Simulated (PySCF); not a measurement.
## Electronic structure of C4H10OSi (SMILES [CH2+][C](CC)O[SiH3]) (charge +1, doublet) in real space

```xyz
16

C    -0.6561    1.9422    0.6049
C    -0.0997    0.6928    0.4536
C    -0.9229   -0.5430    0.5637
C    -1.4653   -0.8895   -0.8342
O     1.1661    0.6056    0.1684
Si    2.4302   -0.3996   -0.1834
H    -0.0420    2.8278    0.5662
H    -1.7088    2.0646    0.7923
H    -1.7641   -0.3784    1.2375
H    -0.3177   -1.3672    0.9409
H    -2.0719   -0.0800   -1.2324
H    -0.6472   -1.0828   -1.5246
H    -2.0876   -1.7775   -0.7603
H     2.7418    0.1119   -1.5236
H     2.0656   -1.8094   -0.1082
H     3.3722    0.0914    0.8278
```

Geometry: GFN2-xTB.

Computed with UKS B3LYP, pcH-1 on C H O Si, non-relativistic, mean-field spin-orbit, GIAO (PySCF).

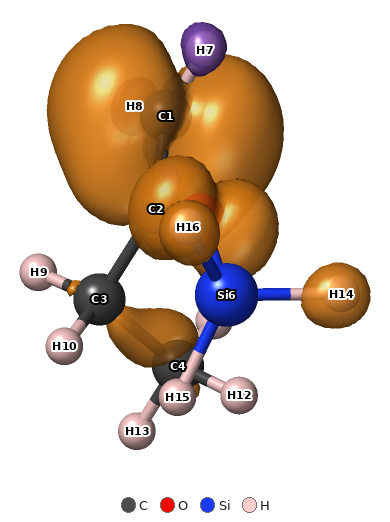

Figure 1. Isosurfaces of the spin density at +0.015 (orange) and −0.015 e/Å³ (purple), seen at an oblique angle.

Where is the unpaired spin?

The unpaired spin (1 electron) lies mostly on C1 (about 0.5), O5 (about 0.2) and C2 (about 0.1), in electrons by Hirshfeld's partition.

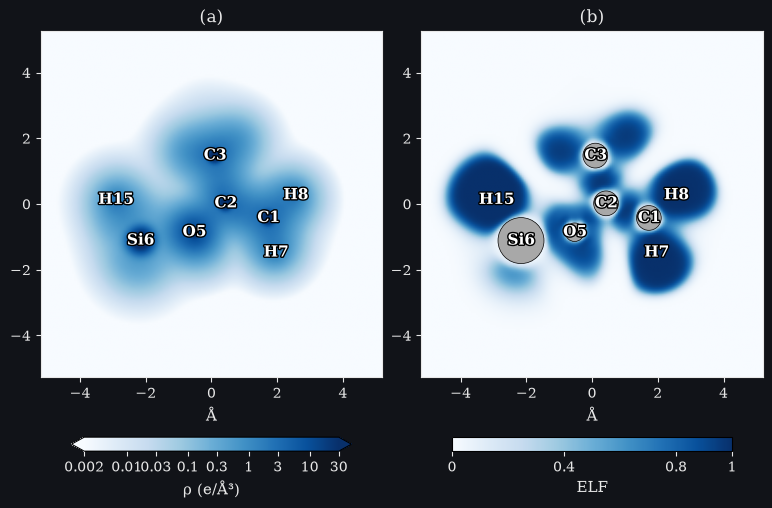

Figure 2. (a) total electron density; (b) electron localisation function on the plane of atoms C1, C2 and C3. Grey discs cover the atomic cores in the ELF map.

Interpret the plot.

- Atoms in the plane: C, O, Si and H.
- C–O (1.30 Å): ρ is about 2.6 e/Å³ halfway; the ELF peaks at about 0.90 between the atoms (a polar covalent bond).
- C–C (1.38 Å): the density is about 2.2 e/Å³ at the midpoint; the ELF peaks at about 0.95 between the atoms: localised, covalent bonding.
- Si–O (1.65 Å): ρ is about 1 e/Å³ halfway; the ELF peaks at about 0.90 between the atoms: a shared but strongly polarised pair.
- C–H (1.08 Å): ρ is about 2.2 e/Å³ halfway; the ELF climbs to about 1 towards the hydrogen, as it does in any bond to H; a covalent bond by its length.
- C–C (1.49 Å): the density is about 1.8 e/Å³ at the midpoint; the ELF peaks at about 0.95 between the atoms; a covalent bond.
- The ELF also peaks beside O5, away from the bonds: non-bonding electrons, paired or unpaired.
